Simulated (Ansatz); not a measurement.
# BGePH+ (triplet): from Hartree-Fock to the top rungs, cc-pVDZ

How much of the correlation energy of BGePH+ (triplet) does each wave-function method recover here?

The runs use Ansatz 0.2.0, Gaussian basis; cc-pVDZ, core rule «outside noble gas», up to 20 orbitals frozen.

To be run: UHF; CCSD(T) on ROHF; CCSD(T) on UHF; BCCD(T) on ROHF; CISD; CCSDT(Q) on ROHF; CCSDT(Q) on UHF.

25 further runs of the same task are left out: 16 that didn't finish, 9 set aside as unsound or not needed.

### 1 The system

The geometry is a PBE0/def2-TZVP stationary point (not a proven minimum) of the parent state, kept for this charge and spin. No spin-orbit coupling is included. The filled d shell of Ge may be among the frozen orbitals whatever the setting's name suggests; the logs give the count.

4 atoms, charge 1, spin multiplicity 3.

Atoms are counted from 1 here; the program's logs count them from 0.

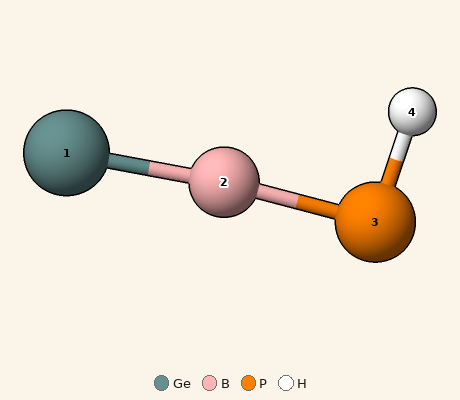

The structure; germanium teal, boron pink, phosphorus orange, hydrogen white; atoms are numbered from 1 in the order of the file.

As a file:

```xyz
4
charge 1, multiplicity 3
Ge    0.00000   -0.31137    2.46847
B    -0.00001   -0.28861    0.51033
P     0.00000   -0.40752   -1.39788
H     0.00001    1.00750   -1.58091
```

### 2 UHF

in.yaml reads:

```yaml
crystal:
  periodic: [false, false, false]
  atoms:
    - {symbol: Ge, position_ang: [0.000003, -0.311368, 2.468469]}
    - {symbol: B, position_ang: [-0.000013, -0.288606, 0.510326]}
    - {symbol: P, position_ang: [0.000004, -0.407523, -1.397882]}
    - {symbol: H, position_ang: [0.000006, 1.007498, -1.580913]}
basis:
  gaussian: {orbitals: cc-pVDZ}
total_charge: 1
magnetization: {spin_polarized: true, initial_magnetization: 2}
hamiltonian: {xc: hf}
output: {orbitals: {seedname: orbitals}}
```

The run is started by

```sh
> ansatz run in.yaml --threads 1 --pin off --events-out ev --progress --plain --max-ram 2393MiB
```

Further steps of the session: CCSD(T) on ROHF; CCSD(T) on UHF; BCCD(T) on ROHF; CISD; CCSDT(Q) on ROHF; CCSDT(Q) on UHF.

Q: Predict the results of all the runs planned. Wanted: UCCSDT(Q) below the RHF energy; RMP2 from UCCSDT(Q); UMP2 from UCCSDT(Q); RCCSD from UCCSDT(Q); RCCSD(T) from UCCSDT(Q); UCCSD(T) from UCCSDT(Q); RCCSDT(Q) from UCCSDT(Q); T1 diagnostic.

**Answer**, as computed:

| quantity | value |
| --- | --- |
| UCCSDT(Q) below the RHF energy | -7.3152 eV |
| RMP2 from UCCSDT(Q) | +155.3 kJ/mol |
| UMP2 from UCCSDT(Q) | +158.0 kJ/mol |
| RCCSD from UCCSDT(Q) | +34.0 kJ/mol |
| RCCSD(T) from UCCSDT(Q) | +7.4 kJ/mol |
| UCCSD(T) from UCCSDT(Q) | +7.3 kJ/mol |
| RCCSDT(Q) from UCCSDT(Q) | +0.3 kJ/mol |
| levels within 1 kcal/mol (43 meV) | RCCSDT, UCCSDT, RCCSDT(Q) |
| T1 diagnostic | 0.027 |

What this shows: RCCSD(T) misses by +7.4 kJ/mol, 1.0 % of the correlation energy. Coupled cluster took another determinant than the lowest Hartree-Fock one. These misses are within one basis, not against nature; the frozen cores of restricted and unrestricted runs differ, which can shift their rows.
